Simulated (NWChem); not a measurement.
**How basis sets differ on CH4GeS (SMILES S=[CH][GeH3])**

The species is CH4GeS (7 atoms), meant as a singlet with charge 0. SMILES: `S=[CH][GeH3]`. Geometry: relaxed at PBE0-D4/def2-TZVP.

Each level gives the dipole moment (D). The values are calculated.

```json
{"level": "HF/STO-3G", "kind": "Hartree–Fock", "program": "NWChem", "value (D)": "1.14"}
{"level": "HF/3-21G", "kind": "Hartree–Fock", "program": "NWChem", "value (D)": "2.31"}
{"level": "HF/pcseg-1", "kind": "Hartree–Fock", "program": "NWChem", "value (D)": "2.10"}
{"level": "HF/def2-SVP", "kind": "Hartree–Fock", "program": "NWChem", "value (D)": "1.85"}
```

All-electron rows without a relativistic Hamiltonian named are non-relativistic. The values span 1.14 to 2.31 D. Sets without polarisation functions give poor dipoles.

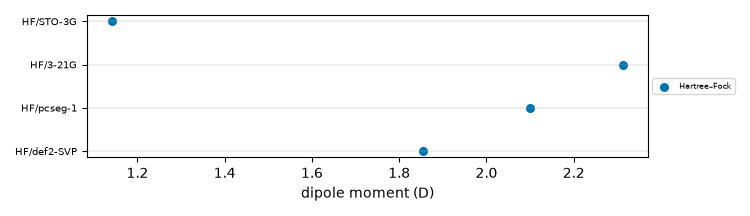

The values of the table, level by level.
